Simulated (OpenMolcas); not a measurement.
# [NO3]− (nitrate): levels of theory compared

Aim: a comparison of 6 runs (B3LYP/aug-cc-pVDZ, BLYP/aug-cc-pVDZ, PBE/aug-cc-pVDZ, PBE0/aug-cc-pVDZ, SVWN5/aug-cc-pVDZ, MP2/aug-cc-pVDZ) of [NO3]− (nitrate). 

The calculation is run with OpenMolcas 26.06.

### 1 The molecule

[NO3]− has 4 atoms, charge -1, and is taken as a singlet. As SMILES, `O=[N+]([O-])[O-]`. The coordinates come from a PBE0-D4/def2-TZVPD relaxation.

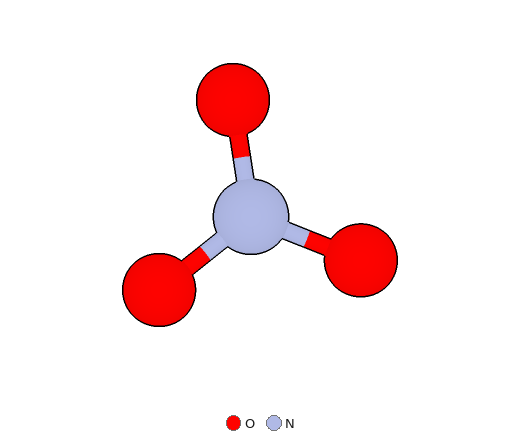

The structure, seen from a chosen angle (oxygen red, nitrogen light blue).

### 2 Energy and gradient at B3LYP/aug-cc-pVDZ (run 1)

Contents of calc.input:

```
* NO3 Kohn-Sham DFT
&gateway
baslib=$CurrDir
coord
4
angstrom
O        0.296520       0.524040       1.091530
N        0.000000       0.000000       0.000000
O        0.470440      -1.113360      -0.305120
O       -0.766950       0.589330      -0.786420
basis=aug-cc-pVDZ
group=NoSym
&seward
gridinput
Grid=UltraFine
End of Grid
&scf
charge=-1
ksdft=B3LYP
thresholds=1e-10 1e-07 1e-07 1e-05
prorbitals=1 1
&alaska
```

The basis set aug-cc-pVDZ is read from a file made from the Basis Set Exchange's data (not shown).

Run with:

```sh
$ export MOLCAS_MEM=1860
$ pymolcas calc.input > calc.log
```

The log of the run:

```text
--- Start Module: gateway ---
[...]
--- Stop Module: gateway /rc=_RC_ALL_IS_WELL_ ---
[...]
      Basis functions           92
[...]
--- Start Module: scf ---
[...]
       Convergence after  19 Iterations
[...]
::    Total KS-DFT energy                            -280.4170424747
[...]
      Total spin, S                                     0.0000000000
[...]
      Total electronic charge=   32.000000
      Total            charge=   -1.000000
[...]
      Dipole Moment (debye):
      Origin of the operator (angstrom)=    0.0000    0.0000   -0.0000
                   X= -5.1022E-06               Y= -2.6712E-06               Z=  7.0117E-06           Total=  9.0737E-06
      Center of Charge (angstrom)
[...]
--- Stop Module: scf /rc=_RC_ALL_IS_WELL_ ---
[...]
--- Start Module: alaska ---
[...]
 *              Molecular gradients               *
 **************************************************
  Irreducible representation: a
 ------------------------------------------------------------------------------------------
                              X                       Y                       Z
 ------------------------------------------------------------------------------------------
  O1               -5.27068000600117E-03   -9.31449303974663E-03   -1.94041937072047E-02
  N2               -2.58157053156227E-06    3.96085165098770E-07    2.54003650055227E-06
  O3               -8.36252474182508E-03    1.97912474915309E-02    5.42149839306028E-03
  O4                1.36357863183498E-02   -1.04771505369516E-02    1.39801552776735E-02
 ------------------------------------------------------------------------------------------
--- Stop Module: alaska /rc=_RC_ALL_IS_WELL_ ---
[...]
```

Wall time 33 s (1 thread of Arm Neoverse V1, shared host); peak memory 0.51 GiB.

### 3 Energy and forces at BLYP/aug-cc-pVDZ (run 2)

Contents of calc.input:

```
>>> EXPORT MOLCAS_PRINT=2
&GATEWAY
BasLib = $CurrDir
Coord
4
angstrom
O        0.296520       0.524040       1.091530
N        0.000000       0.000000       0.000000
O        0.470440      -1.113360      -0.305120
O       -0.766950       0.589330      -0.786420
Basis = aug-cc-pVDZ
Group = NoSym
&SEWARD
GridInput
Grid=UltraFine
End of Grid
&SCF
Charge = -1
KSDFT = BLYP
Thresholds = 1e-10 1e-07 1e-07 1e-05
PrOrbitals = 1
&ALASKA
```

The basis set aug-cc-pVDZ is read from a file made from the Basis Set Exchange's data (not shown).

Run with:

```sh
$ export MOLCAS_MEM=1860
$ pymolcas calc.input > calc.log
```

The log of the run:

```text
--- Start Module: gateway ---
[...]
--- Stop Module: gateway /rc=_RC_ALL_IS_WELL_ ---
[...]
      Basis functions           92
[...]
--- Start Module: scf ---
[...]
       Convergence after  18 Iterations
[...]
::    Total KS-DFT energy                            -280.4001845619
[...]
      Total spin, S                                     0.0000000000
[...]
      Total electronic charge=   32.000000
      Total            charge=   -1.000000
[...]
      Dipole Moment (debye):
      Origin of the operator (angstrom)=    0.0000    0.0000   -0.0000
                   X= -4.0575E-06               Y= -2.1387E-06               Z=  5.8776E-06           Total=  7.4554E-06
      Center of Charge (angstrom)
[...]
--- Stop Module: scf /rc=_RC_ALL_IS_WELL_ ---
[...]
--- Start Module: alaska ---
[...]
 *              Molecular gradients               *
 **************************************************
  Irreducible representation: a
 ------------------------------------------------------------------------------------------
                              X                       Y                       Z
 ------------------------------------------------------------------------------------------
  O1               -1.17423214594723E-02   -2.07521884562354E-02   -4.32274694075119E-02
  N2               -2.40554149887669E-06    1.00003991395606E-06    2.39991123793715E-06
  O3               -1.86303485452175E-02    4.40911289371009E-02    1.20808012983691E-02
  O4                3.03750755462140E-02   -2.33399405207866E-02    3.11442681978473E-02
 ------------------------------------------------------------------------------------------
--- Stop Module: alaska /rc=_RC_ALL_IS_WELL_ ---
[...]
```

Wall time 30 s (1 thread of Arm Neoverse V1, shared host); peak memory 0.51 GiB.

Run 3 isn't shown in full; the table further down has it.

### 4 Energy and gradient at PBE0/aug-cc-pVDZ (run 4)

Contents of mol.input:

```
>>> EXPORT MOLCAS_PRINT=2

&GATEWAY
 BasLib=$CurrDir
 Coord
 4
 angstrom
 O        0.296520       0.524040       1.091530
 N        0.000000       0.000000       0.000000
 O        0.470440      -1.113360      -0.305120
 O       -0.766950       0.589330      -0.786420
 Basis=aug-cc-pVDZ
 Group=NoSym

&SEWARD
 GridInput
 Grid=UltraFine
 End of Grid

&SCF
 Charge=-1
 KSDFT=PBE0
 Thresholds=1e-10 1e-07 1e-07 1e-05
 PrOrbitals=1 1

&ALASKA
```

The basis set aug-cc-pVDZ is read from a file made from the Basis Set Exchange's data (not shown).

Run with:

```sh
$ export MOLCAS_MEM=1860
$ pymolcas mol.input > mol.log
```

The log of the run:

```text
--- Start Module: gateway ---
[...]
--- Stop Module: gateway /rc=_RC_ALL_IS_WELL_ ---
[...]
      Basis functions           92
[...]
--- Start Module: scf ---
[...]
       Convergence after  17 Iterations
[...]
::    Total KS-DFT energy                            -280.1291943585
[...]
      Total spin, S                                     0.0000000000
[...]
      Total electronic charge=   32.000000
      Total            charge=   -1.000000
[...]
      Dipole Moment (debye):
      Origin of the operator (angstrom)=    0.0000    0.0000   -0.0000
                   X= -7.5265E-06               Y=  1.6474E-06               Z=  7.0319E-06           Total=  1.0431E-05
      Center of Charge (angstrom)
[...]
--- Stop Module: scf /rc=_RC_ALL_IS_WELL_ ---
[...]
--- Start Module: alaska ---
[...]
 *              Molecular gradients               *
 **************************************************
  Irreducible representation: a
 ------------------------------------------------------------------------------------------
                              X                       Y                       Z
 ------------------------------------------------------------------------------------------
  O1               -1.67372967648527E-03   -2.95772463006649E-03   -6.16350652204289E-03
  N2               -1.77462188516971E-06   -1.47912893078893E-06    2.64518202473089E-06
  O3               -2.65644556604627E-03    6.28634258907645E-03    1.71985594939539E-03
  O4                4.33194986445251E-03   -3.32713883008218E-03    4.44100539052528E-03
 ------------------------------------------------------------------------------------------
--- Stop Module: alaska /rc=_RC_ALL_IS_WELL_ ---
[...]
```

Run time: 30 s. Hardware: 1 thread of Arm Neoverse V1, shared host; peak memory 0.51 GiB.

Run 5 isn't shown in full; the table further down has it.

### 5 The energy at MP2/aug-cc-pVDZ (run 6)

Contents of run.inp:

```
&gateway
  baslib=$CurrDir
  basisset
  O.aug-cc-pVDZ....
  O1 0.296520 0.524040 1.091530 angstrom
  O3 0.470440 -1.113360 -0.305120 angstrom
  O4 -0.766950 0.589330 -0.786420 angstrom
  End of Basis
  basisset
  N.aug-cc-pVDZ....
  N2 0.000000 0.000000 0.000000 angstrom
  End of Basis

&seward

&scf
  charge=-1
  thresholds=1e-10 1e-07 1e-07 1e-05
  prorbitals=1 2

&mbpt2
  frozen=4
```

The basis set aug-cc-pVDZ is read from a file made from the Basis Set Exchange's data (not shown).

Run with:

```sh
$ export MOLCAS_MEM=1860
$ pymolcas run.inp > run.log
```

The log of the run:

```text
--- Start Module: gateway ---
[...]
--- Stop Module: gateway /rc=_RC_ALL_IS_WELL_ ---
[...]
      Basis functions           92
[...]
--- Start Module: scf ---
[...]
       Convergence after  17 Iterations
[...]
::    Total SCF energy                               -278.9757414240
[...]
      Total spin, S                                     0.0000000000
[...]
      Total electronic charge=   32.000000
      Total            charge=   -1.000000
[...]
      Dipole Moment (debye):
      Origin of the operator (angstrom)=    0.0000    0.0000   -0.0000
                   X= -9.4505E-06               Y= -3.0506E-06               Z=  9.9281E-06           Total=  1.4042E-05
      Center of Charge (angstrom)
[...]
--- Stop Module: scf /rc=_RC_ALL_IS_WELL_ ---
[...]
--- Start Module: mbpt2 ---
[...]
WARNING!
Default frozen orbitals as non valence orbitals is overwritten by user input.
Default values:   4
[...]
       Reference weight ( Cref**2 )         =        0.81118
::    Total MBPT2 energy                             -279.7598583489
[...]
      Total MBPT2 calculations                           0.31      0.34
--- Stop Module: mbpt2 /rc=_RC_ALL_IS_WELL_ ---
[...]
```

It took 8.4 s on 1 thread of Arm Neoverse V1, shared host; peak memory 0.51 GiB.

### 6 All runs side by side

| run | level | task | integration grid | energy (Eh) | HOMO energy (eV) | LUMO energy (eV) | HOMO–LUMO gap (eV) | wall time |
| --- | --- | --- | --- | --- | --- | --- | --- | --- |
| 1 | B3LYP/aug-cc-pVDZ | gradient | UltraFine | -280.417042 | -1.06 | 4.65 | 5.72 | 33 s |
| 2 | BLYP/aug-cc-pVDZ | gradient | UltraFine | -280.400185 | 0.54 | 4.02 | 3.48 | 30 s |
| 3 | PBE/aug-cc-pVDZ | gradient | UltraFine | -280.159312 | 0.52 | 4.02 | 3.50 | 32 s |
| 4 | PBE0/aug-cc-pVDZ | gradient | UltraFine | -280.129194 | -1.29 | 5.01 | 6.30 | 30 s |
| 5 | SVWN5/aug-cc-pVDZ | gradient | UltraFine | -278.432073 | 0.32 | 3.76 | 3.44 | 24 s |
| 6 | MP2/aug-cc-pVDZ | energy | – | -279.759858 | -6.14 | 6.85 | 12.99 | 8.4 s |

### 7 Results

| quantity | value |
| --- | --- |
| run 6: total energy | -279.75986 Eh |
| run 6: HOMO energy (Hartree–Fock orbitals) | -6.14 eV |
| run 6: LUMO energy (Hartree–Fock orbitals) | 6.85 eV |
| run 6: HOMO–LUMO gap (to an unbound level, set by the basis) | 12.99 eV |
| run 6: correlation energy (4 core orbitals frozen) | -784.1 mEh |

In words: Over runs 1, 2, 3, 4, 5 the HOMO–LUMO gap runs from 3.44 eV (SVWN5/aug-cc-pVDZ) to 6.30 eV (PBE0/aug-cc-pVDZ). The empty levels of an anion lie above zero and hang on the basis. Totals of different functionals can't be ranked against each other. In runs 2, 3, 5 the HOMO lies above zero, so the outermost electron may be held by the basis alone. All runs together took 2.6 min, the longest 33 s.
